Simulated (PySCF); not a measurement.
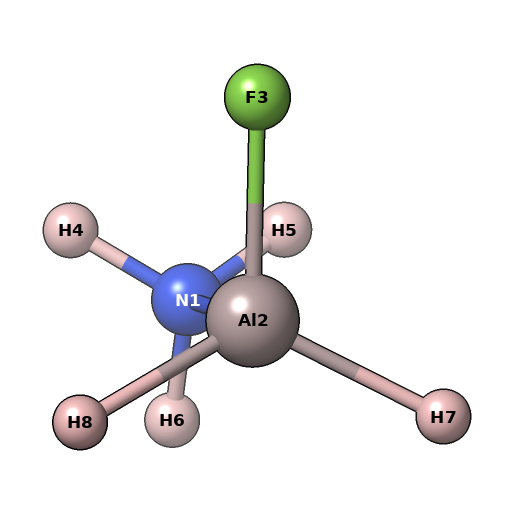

N1 lies behind Al2. The molecule seen a little off the Al2–N1 bond, Al2 in front. Atoms fade into the background with distance from the viewer. The geometry was computed by an optimisation with PBE0-D3(BJ)/def2-SVP. No frequency run is at hand to confirm it as a minimum.

### What is the torsion angle F3–Al2–N1–H4? The sign is positive where the front bond must turn clockwise to cover the back bond.

−58°, synclinal (gauche). The bonds about Al2–N1 are staggered.
